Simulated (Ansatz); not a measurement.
System: F3GaH3N (SMILES [NH3+][Ga-]([F])([F])[F]).

The calculation's input:

```
crystal:
  periodic: [false, false, false]
  atoms:
    - {symbol: N, position_ang: [-0.867671, -0.104768, 0.482175]}
    - {symbol: Ga, position_ang: [0.915536, 0.093271, -0.509927]}
    - {symbol: F, position_ang: [2.016937, -0.551929, 0.696627]}
    - {symbol: F, position_ang: [0.602052, -0.909394, -1.917604]}
    - {symbol: F, position_ang: [0.941079, 1.831437, -0.761450]}
    - {symbol: H, position_ang: [-1.493897, -0.708606, -0.041206]}
    - {symbol: H, position_ang: [-0.714076, -0.510213, 1.400177]}
    - {symbol: H, position_ang: [-1.307759, 0.803102, 0.595310]}
basis:
  gaussian: {orbitals: def2-TZVPP}
hamiltonian: {xc: pbe0, dispersion: d4}
output: {orbitals: {seedname: orbitals}}
```

Command:

```sh
ansatz run in.yaml --threads 4 --pin off --events-out ev --progress --plain --max-ram 10444MiB
```

Geometry: PBE0-D4/def2-TZVP.

Method: RKS PBE0-D4/def2-TZVPP (Ansatz).

### Predict the electron density and electron localisation function between the atoms.

Ga–F (1.76 Å): ρ at the midpoint is about 0.89 e/Å³; the ELF peaks at about 0.80 in the valence shell of F, 0.6 Å from its nucleus, and is about 0.20 at the midpoint.
Ga–N (2.05 Å): the density is about 0.57 e/Å³ at the midpoint; the ELF peaks at about 0.95 in the valence shell of N, 0.6 Å from its nucleus, and is about 0.35 at the midpoint.
N–H (1.02 Å): ρ at the midpoint is about 3 e/Å³; the ELF climbs to about 1 towards the hydrogen, as it does in any bond to H (an ordinary covalent bond to hydrogen).

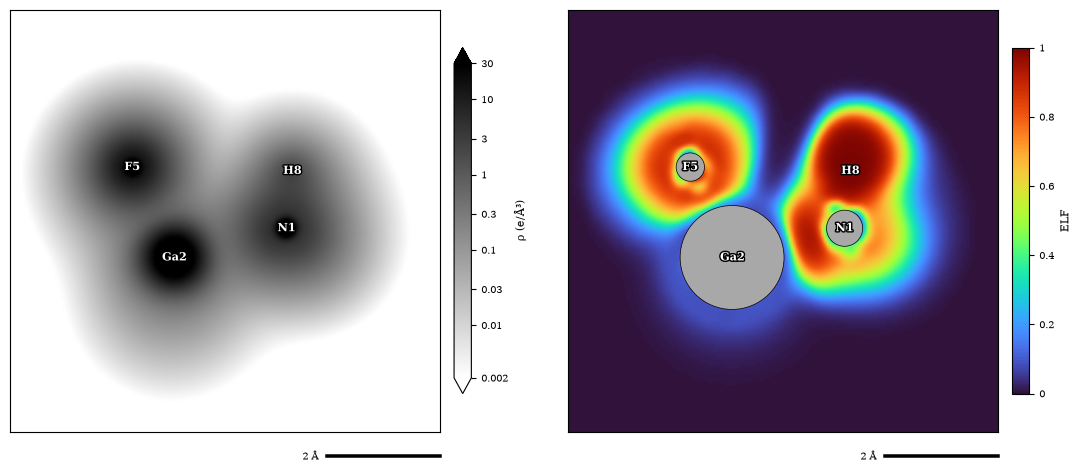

Computed electron density and electron localisation function on the plane of atoms N1, Ga2 and F5, in this order. Grey discs cover the atomic cores in the ELF map. 
